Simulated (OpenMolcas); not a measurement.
BH2Cl: a line through the functionals

BH2Cl has 4 atoms, charge 0, and is taken as a singlet. As SMILES, `BCl`. Geometry: relaxed at PBE0-D4/def2-TZVP.

The vertical energy of the triplet above the singlet y, in eV, basis def2-TZVP; a is the functional's share of exact exchange. Programs: OpenMolcas 26.06.

| functional | program | a | y (eV) |
| --- | --- | --- | --- |
| PBE | OpenMolcas | 0 | 4.24 |
| BLYP | OpenMolcas | 0 | 4.36 |
| B3LYP | OpenMolcas | 0.2 | 4.61 |
| PBE0 | OpenMolcas | 0.25 | ? |
| BHLYP | OpenMolcas | 0.5 | 4.95 |

Fit y = c + s·a to the known rows and predict PBE0.


1. Means of the 4 rows: a = 0.1750, y = 4.540.
2. Σ(Δa)² = 0.1675, Σ(Δa·Δy) = 0.219, so the slope is 0.219/0.1675 = 1.3075.
3. Intercept: 4.540 − (1.3075) × 0.1750 = 4.311. The largest residual of the fit is 0.071.
4. PBE0: 4.311 + (1.3075) × 0.25 = 4.64 eV.

The run gave 4.53 eV, so the prediction is off by +0.11 eV, more than the scatter of the fit. The rows mix families of semi-local functionals, which the line can't see.

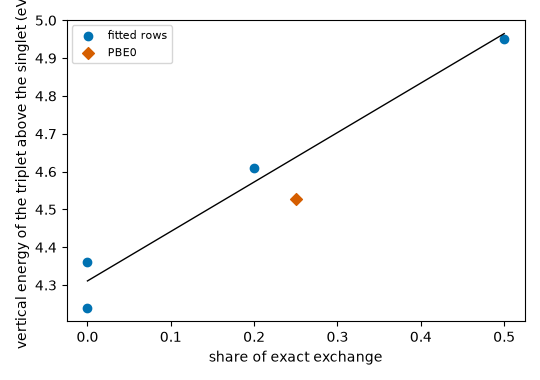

The fitted line, with the withheld row.
